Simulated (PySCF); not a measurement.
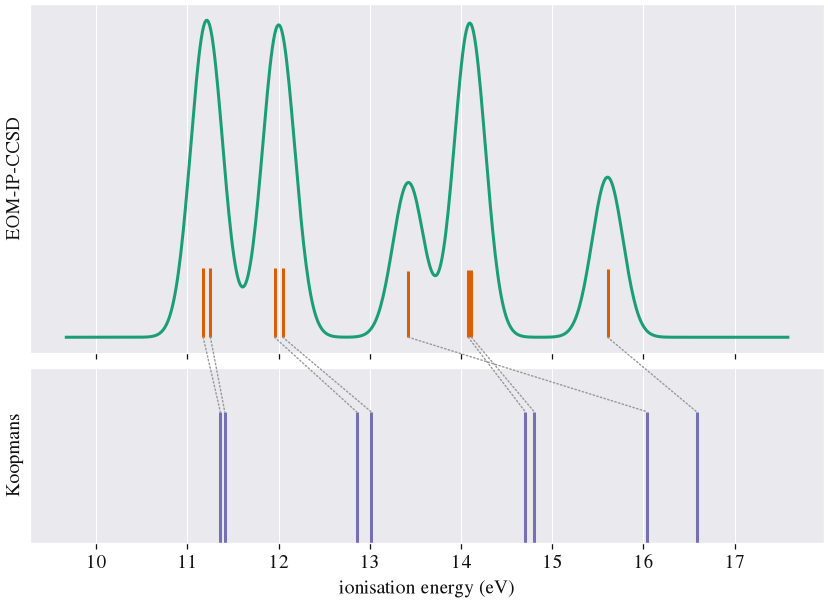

Valence photoelectron lines of C₄H₂ClN, SMILES N#CC#CCCl: vertical EOM-IP-CCSD/aug-cc-pVDZ (frozen core, PySCF 2.14.0, at a PBE0-D3(BJ)/def2-SVP geometry (no frequency check); 8 lines, one for each of the 8 highest orbitals, so a line of a deeper orbital can be missing among them) above, Hartree-Fock orbital energies with the sign turned below, non-relativistic; dotted lines join each line to its leading orbital. Stick heights are one-hole weights (summed over degenerate lines), not cross-sections; Gaussian width 0.40 eV.

Question: Do correlation and relaxation change the order of the lines?

Answer: Yes: in order of rising energy the holes are HOMO, HOMO−1, HOMO−2, HOMO−3, HOMO−6, HOMO−4, HOMO−5, HOMO−7. Some lines lie within 0.1 eV of each other, so their order isn't settled.

Question: What is the first vertical ionisation energy, and how far is Koopmans' value off?

Answer: 11.17 eV from the HOMO; Koopmans gives 11.36 eV, 0.19 eV too high.

Known limits of this run: small basis, so the lines can lie some tenths of an eV too low.
